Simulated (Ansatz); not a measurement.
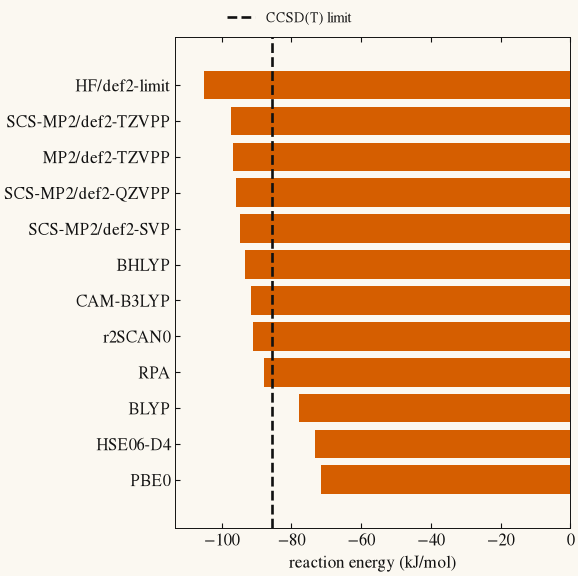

Electronic reaction energy of ZnAlH₂OF ([OH][Al]([F])[ZnH]) + BH₃O (BO) → AlBH₃O₂F (B[O][Al]([OH])[F]) + ZnH₂ ([ZnH2]) (SMILES in brackets) at several levels (functionals in def2-TZVPP unless a basis is named), isolated molecules at PBE0-D4 triple-zeta geometries, minima by their frequencies, no zero-point or thermal terms, the Ansatz code. The line is frozen-core CCSD(T) at the basis limit (MP2 extrapolated from triple and quadruple zeta, plus CCSD(T) less MP2 in a smaller set). Choice of cores on heavy atoms: Zn/Cu 3s3p. RPA holds a correlation term that converges slowly with the basis, so part of the distance to the limit is basis error. No dispersion term is added to BHLYP, CAM-B3LYP, r2SCAN0, BLYP and PBE0. The distance of SCS-MP2/def2-TZVPP, MP2/def2-TZVPP, SCS-MP2/def2-QZVPP and SCS-MP2/def2-SVP to the limit includes basis error.

What range do the values span, the line included?

From −105.0 kJ/mol (HF/def2-limit) to −71.5 kJ/mol (PBE0).

Which level comes closest to the line (CCSD(T) limit), and which misses most?

Closest RPA (−87.8 kJ/mol), against −85.6 kJ/mol; farthest HF/def2-limit (−105.0 kJ/mol).

Note: no scalar relativity up to krypton; one conformer of each flexible molecule.
